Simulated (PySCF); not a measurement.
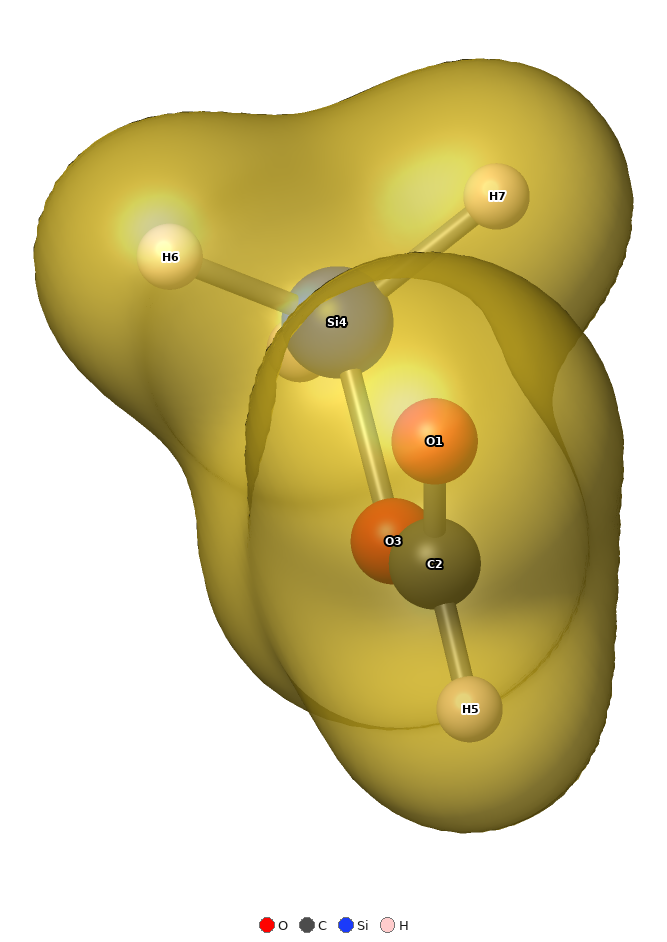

Figure 1: CH₄O₂Si (SMILES O=CO[SiH3]). Isosurface of the total electron density at 0.05 e/Å³ (yellow), seen at an oblique angle.

Geometry: PBE0-D3(BJ)/def2-SVP.

Method: PBE0/pcSseg-1, SCF density, gas phase, non-relativistic (PySCF).

```xyz
8

O     1.4781   -0.9947    0.5386
C     1.4878    0.1007    0.0499
O     0.3966    0.7620   -0.3205
Si   -1.1251   -0.0107   -0.0777
H     2.4058    0.6927   -0.1468
H    -1.1888   -1.2699   -0.8644
H    -1.3447   -0.2499    1.3727
H    -2.0914    0.9886   -0.6009
```

**Which contacts does the surface bridge?**

At this value the surface is in one piece. It bridges the sampled C–O (1.20 Å), Si–O (1.72 Å), C–H (1.11 Å) and C–O (1.33 Å) contacts, where the density stays above the isovalue. On the grid the lowest density along these lines, outside the cores, is 3 e/Å³ (C–O, 1.20 Å), 0.78 e/Å³ (Si–O, 1.72 Å), 1.9 e/Å³ (C–H, 1.11 Å) and 2.1 e/Å³ (C–O, 1.33 Å).
